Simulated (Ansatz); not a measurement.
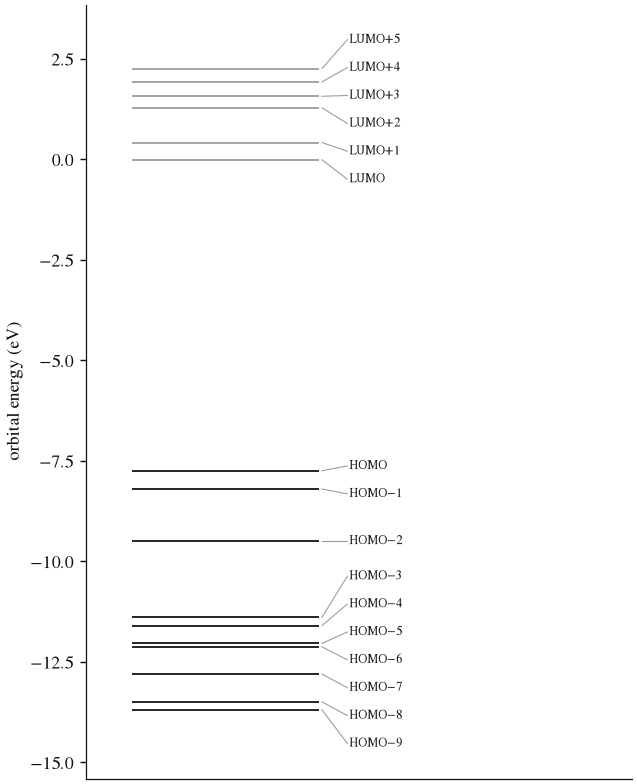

Kohn-Sham orbital energies near the frontier, B3LYP/def2-TZVPP with the Ansatz code 0.2.0, at a PBE0-D4/def2-TZVP geometry (a minimum by its frequencies), isolated molecule; empty levels in grey, levels within 0.03 eV side by side.

### Which molecule has this level scheme?
A. SiNH₃SF₂, SMILES N[Si](F)(F)S
B. HfHOBr₃, SMILES [OH][Hf]([Br])([Br])[Br], singlet
C. C₄H₉BF₂, SMILES CC(C)(C)B(F)F
D. C₂H₆Cl₂GaN, SMILES C[N](C)[Ga]([Cl])[Cl], singlet

Option A. HOMO −7.75 eV, LUMO −0.01 eV, separation 7.73 eV.

Note: empty levels above zero depend strongly on the basis.
